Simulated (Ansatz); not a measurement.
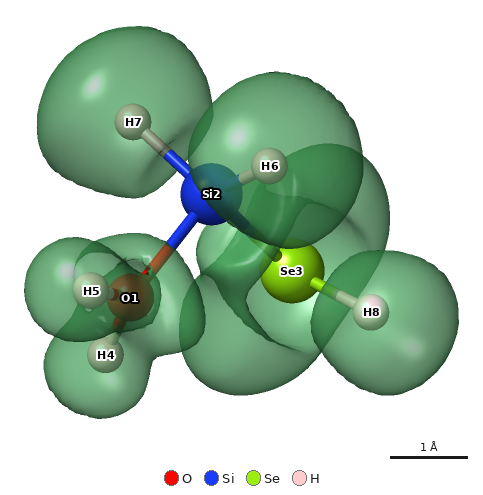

Figure. H5OSeSi (SMILES [OH2+][SiH2][SeH]) (charge +1). Isosurface of the electron localisation function at 0.75 (green), seen at a tilt. Only the valence region is drawn (cores and ρ < 0.01 e/Å³ removed).

Computed with RKS PBE0-D4/def2-SVP in Ansatz.

```yaml
atoms:
  - { symbol: O, position_ang: [-0.9896, 0.8227, -0.9232] }
  - { symbol: Si, position_ang: [0.3954, 0.1204, 0.1503] }
  - { symbol: Se, position_ang: [-0.2392, -1.9550, 0.5980] }
  - { symbol: H, position_ang: [-1.5306, 0.2424, -1.4886] }
  - { symbol: H, position_ang: [-1.0620, 1.7508, -1.2108] }
  - { symbol: H, position_ang: [0.3458, 1.1368, 1.2215] }
  - { symbol: H, position_ang: [1.5420, 0.1681, -0.7806] }
  - { symbol: H, position_ang: [-1.1122, -1.5116, 1.7013] }
```

**Identify the bonds, lone pairs and shells in this picture.**

The ELF exceeds this value in three regions around hydrogen nuclei, one region on Se in which the atom's valence shell and bonds are merged and one joined region spread over several atoms (H, O), in which their bonds and any lone pairs are merged. Profiles from the grid: Si–O (1.89 Å): the ELF peaks at about 0.90 between the atoms: a shared but strongly polarised pair. Si–Se (2.22 Å): the ELF peaks at about 0.90 between the atoms (localised, covalent bonding).
